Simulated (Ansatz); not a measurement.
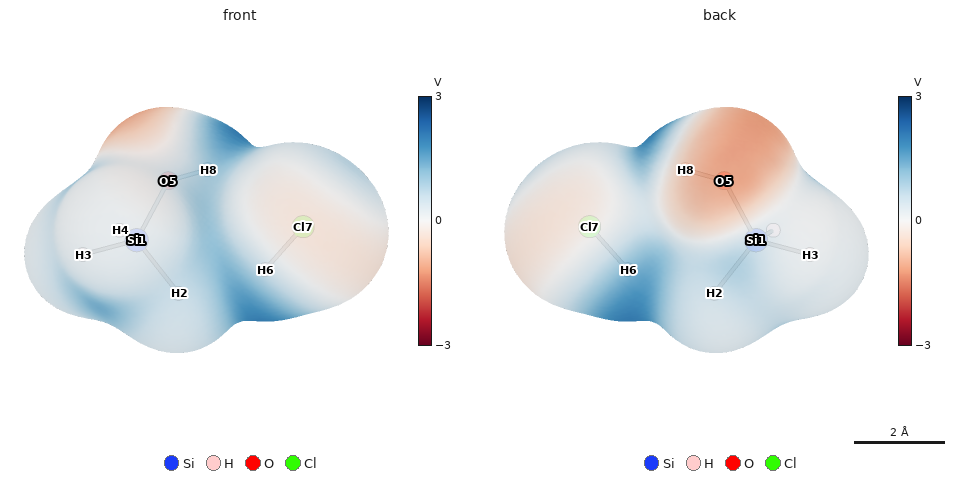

*H$_{4}$OSi···HCl. The electrostatic potential painted on the density surface at 0.002 e/bohr³, seen from the front and from behind; red is negative and blue positive.*

Computed with Ansatz 0.2.0, RKS PBE-D4/def2-mTZVP.

The calculation's input:

```
crystal:
  periodic: [false, false, false]
  atoms:
    - { symbol: Si, position_ang: [-0.566558, -0.648939, -0.390727] }
    - { symbol: H, position_ang: [0.84344, -1.005885, -0.402774] }
    - { symbol: H, position_ang: [-1.254664, -1.443795, -1.4469] }
    - { symbol: H, position_ang: [-1.088912, -1.011395, 0.965664] }
    - { symbol: O, position_ang: [-0.804781, 0.951554, -0.781455] }
    - { symbol: H, position_ang: [1.756463, 0.277769, 0.694987] }
    - { symbol: Cl, position_ang: [1.535466, 1.301946, 1.501348] }
    - { symbol: H, position_ang: [-0.420454, 1.578745, -0.139941] }
basis:
  gaussian: { orbitals: def2-mTZVP }
hamiltonian:
  xc: pbe
  dispersion: d4
relax:
  f_tol: 0.03
  max_steps: 50
output:
  orbitals: {}
```

Run with:

```sh
ansatz run input.yaml --threads 2 --pin off --max-ram 3072MiB --backend cpu --events-out ev --progress --plain --runs-dir out
```

The fields are those of the relaxed geometry.

Where is the surface potential most negative and most positive?

Answer. The most negative region (about −1.3 V, or −30 kcal/mol for a unit charge) lies over O5, the most positive (about +2.0 V, or +46 kcal/mol for a unit charge) over H6 and H8. Cl7 shows a σ-hole: about +0.7 V, or +16 kcal/mol for a unit charge at the tip opposite its bond, against about +0.2 V on its flanks. O5 is the likeliest acceptor of a hydrogen bond.
